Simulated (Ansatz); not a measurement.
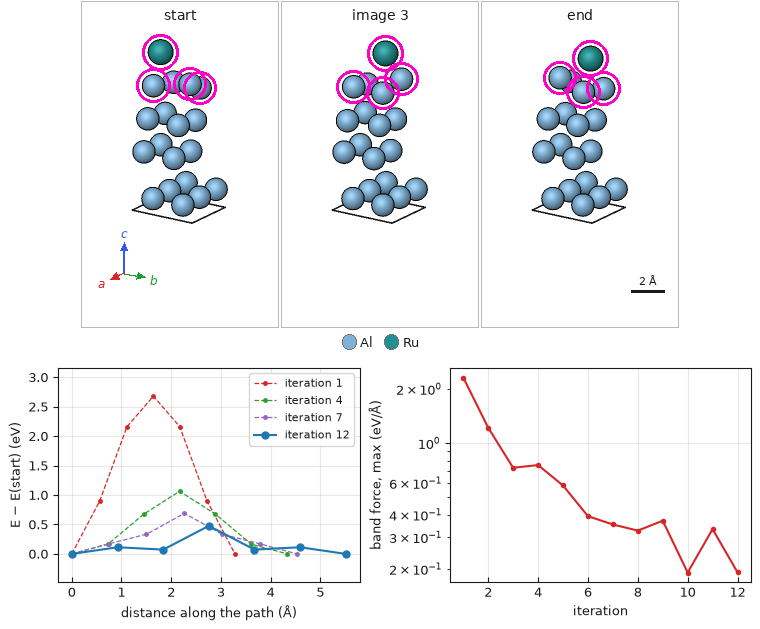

A search for the minimum-energy path of Ru on Al(111) (17 atoms in the cell) by the nudged elastic band. Images are numbered from 0 (start) to 6 (end). The plot follows the band through its iterations. Style: spheres-only. Shown: the simulation cell, with the vacuum cut short (origin moved), slightly off an axis. The atoms that move most are ringed.

Level of theory: Ansatz 0.2.0, DFT r2SCAN-D3(BJ), scalar-relativistic, plane waves, PAW. Run with plane-wave cutoff 500 eV; k-point mesh 3 × 3 × 1; Gaussian smearing 0.15 eV; 4 atoms held fixed; 5 movable images; climbing image; force threshold 0.05 eV/Å; iteration limit 12; starting path by image-dependent pair potential.

How did the profile develop, and is the result final?

The result isn't final. The band hadn't converged when the run stopped after 12 iterations. The largest component of the band force went from 2.3 to 0.19 eV/Å. The barrier read from it is provisional: over the last two iterations the highest image moved from 0.50 eV to 0.48 eV. The first iteration put the highest image at 2.68 eV. The two ends have the same energy, and the highest point, image 3, lies 0.48 eV above the start. The profile has 3 maxima (images 1, 3, 5) with a dip at image 2, 4 (+0.07 eV, +0.07 eV), which on an unconverged band is provisional.

Limits of the set-up: the periodic images lie only 5.7 Å apart, so the values are limited by the cell's size.

PAW datasets: the set soft_1.
